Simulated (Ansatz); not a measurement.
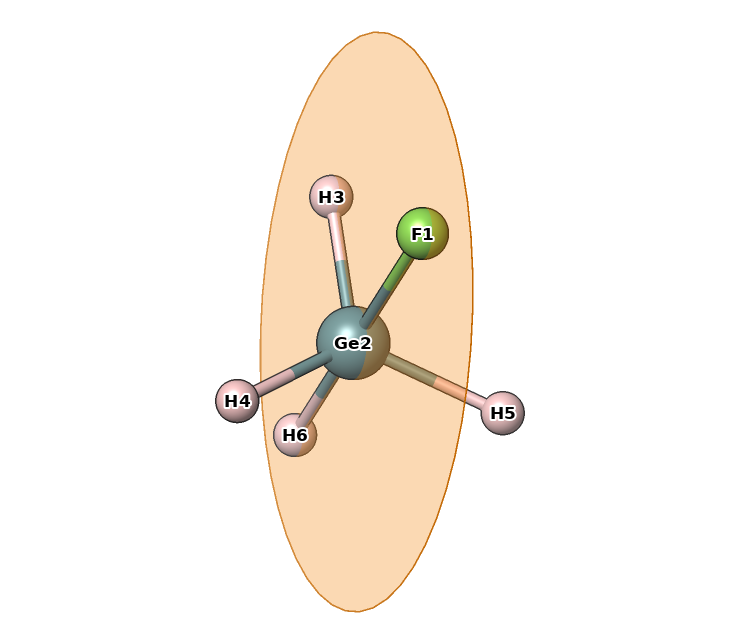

A disc through the centre of mass is drawn in. Distant atoms are faded towards the background colour. The species has charge −1 and is a spin singlet. The computed structure is the end point of a PBE0-D4/def2-TZVPD optimisation.

Is the plane of the disc a mirror plane of the structure?

Answer. Yes. The reflection leaves F1, Ge2, H3, H6 in place and moves H4 ↔ H5. The point group is C3v.
